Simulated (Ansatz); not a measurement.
```xyz
8

Ge   -0.0018    0.0037   -0.0013
H    -0.2453   -0.1765    1.5063
H     1.5121    0.1253   -0.2419
C    -0.9226    1.5983   -0.6521
H    -2.0066    1.5049   -0.5010
H    -0.5722    2.4905   -0.1154
H    -0.7321    1.7408   -1.7247
H    -0.5165   -1.2467   -0.7335
```

The calculation used RKS CAM-B3LYP/def2-SVP in Ansatz 0.2.0.

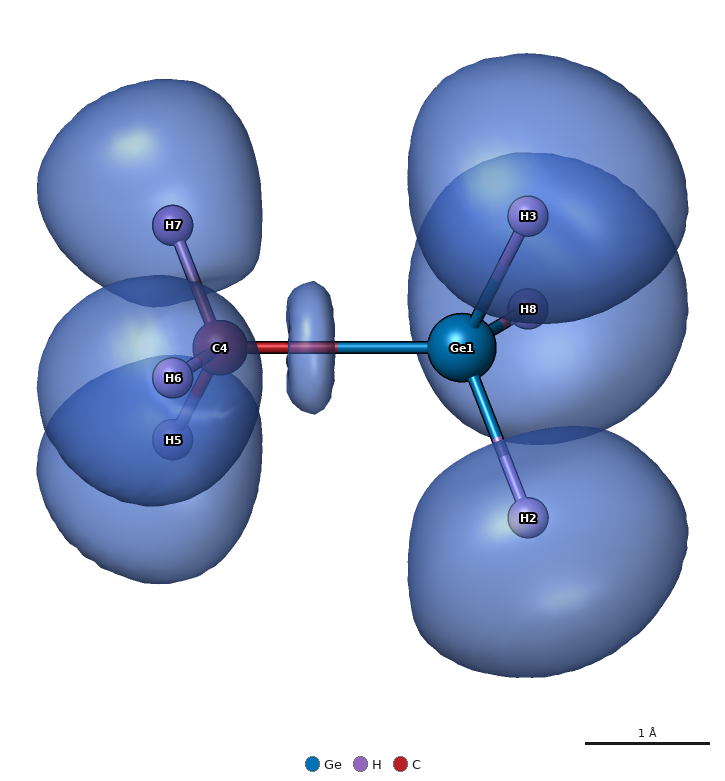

CH6Ge. Isosurface of the ELF at 0.8 (blue), seen from one side. Only the valence region is drawn (cores and ρ < 0.01 e/Å³ removed).

### What do the ELF domains correspond to?

The ELF exceeds this value in six regions around hydrogen nuclei and one lobe of the valence shell of C pointing towards Ge (polar bonds). Along the contacts the grid gives the following. C–Ge (1.95 Å): the ELF peaks at about 0.95 in the valence shell of C, 0.7 Å from its nucleus, and is about 0.70 at the midpoint. C–H (1.10 Å): the ELF climbs to about 1 towards the hydrogen, as it does in any bond to H (an ordinary covalent bond to hydrogen).
